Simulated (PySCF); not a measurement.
# C6H7B2F: electronic excitations

Aim: predict the electronic excitations of C6H7B2F (`F/C=C\C1=CBC=CB1`).

Computed with PySCF 2.14.0, with density-fitted response routines of our own, on a single molecule in the gas phase. Atoms count from 0, in the outputs and in this text.

## Step 1: The starting structure

16 atoms, charge 0, multiplicity 1; geometry from: GFN2-xTB.

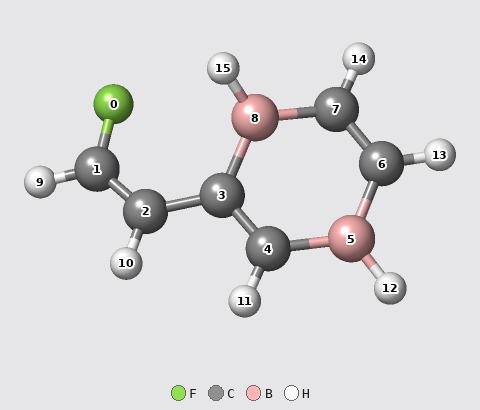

The starting geometry (fluorine green, carbon grey, boron pink, hydrogen white), atoms numbered; sticks join atoms by distance.

## Step 2: Excited states and response: CAM-B3LYP/def2-SVPD

Job settings and geometry (Å):

```
{"job": {"kind": "uv", "xc": "CAM-B3LYP", "basis": "def2-SVPD", "nstates": 8, "ntriplets": 3}, "charge": 0, "multiplicity": 1}
F      2.283736    -2.082271     0.109076
C      2.747832    -0.862748    -0.205768
C      1.974052     0.217424    -0.274387
C      0.540804     0.250014    -0.046725
C     -0.168478     1.361168    -0.387775
B     -1.711369     1.366247    -0.393148
C     -2.446614     0.089877     0.094349
C     -1.754465    -1.000577     0.483151
B     -0.241884    -0.841479     0.744120
H      3.810885    -0.883564    -0.400215
H      2.456774     1.138806    -0.574460
H      0.389625     2.209712    -0.778437
H     -2.302173     2.249211    -0.890306
H     -3.531083     0.027723     0.059228
H     -2.292949    -1.904092     0.753487
H      0.237709    -1.326507     1.696399
```

With the program's defaults for keys left out, this is: TDDFT CAM-B3LYP/def2-SVPD, vertical, gas phase, core orbitals frozen in the response.

On the command line:

```
$ OMP_NUM_THREADS=1 python probes_run.py task.json out
```

One launch serves the whole session: the jobs run in the order shown.

What will the session give for the following? lowest singlet (CAM-B3LYP/def2-SVPD); brightest single state of those computed; lowest triplet. Wanted: lowest singlet; brightest single state of those computed; lowest triplet.

The runs gave:

```
                                quantity                        value
    lowest singlet (CAM-B3LYP/def2-SVPD)  2.87 eV (431 nm), f = 0.024
brightest single state of those computed  state 6, 5.55 eV, f = 0.336
                          lowest triplet                      1.97 eV
```

What this shows: The first singlet state (HOMO→LUMO 0.88, HOMO−1→LUMO 0.10) lies at 2.87 eV and is weak; of the 8 states computed, the strongest absorption comes from state 6 at 5.55 eV. State 1 absorbs in the visible (431 nm). The lowest triplet lies 0.91 eV below the lowest singlet (triplets in Tamm-Dancoff, singlets in full TDDFT).
